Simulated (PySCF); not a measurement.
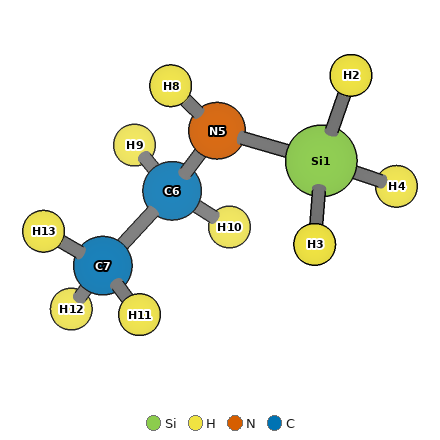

C₂H₉NSi. Vertical core-electron binding energies by ΔSCF (SCAN, pcX-2 on the ionised atom, pcseg-1 elsewhere, spin-free X2C; PySCF, at a PBE0-D3(BJ)/def2-SVP geometry (no frequency check)), gas phase, against the vacuum level. One atom of each kind was ionised; within a panel, areas follow the number of like atoms and 2j + 1 (2p levels are split by first-order spin-orbit coupling, an approximation), Gaussians of 0.6 eV full width. Only the regions named are shown.

> Predict the Si 2p photoelectron lines.

| level | atoms | binding energy (eV) |
| --- | --- | --- |
| Si 2p1/2 | Si1 | 107.5 |
| Si 2p3/2 | Si1 | 106.8 |

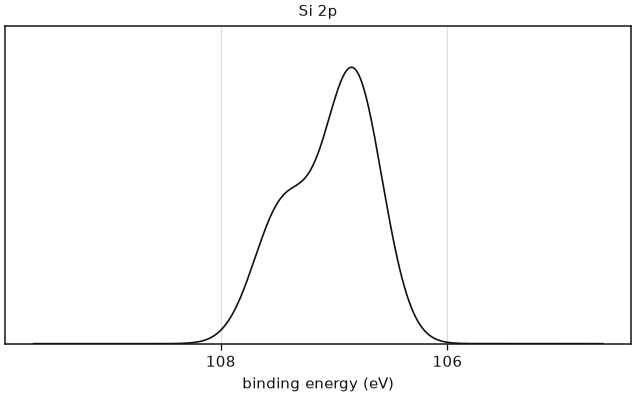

Caveats: one conformer of a flexible molecule.
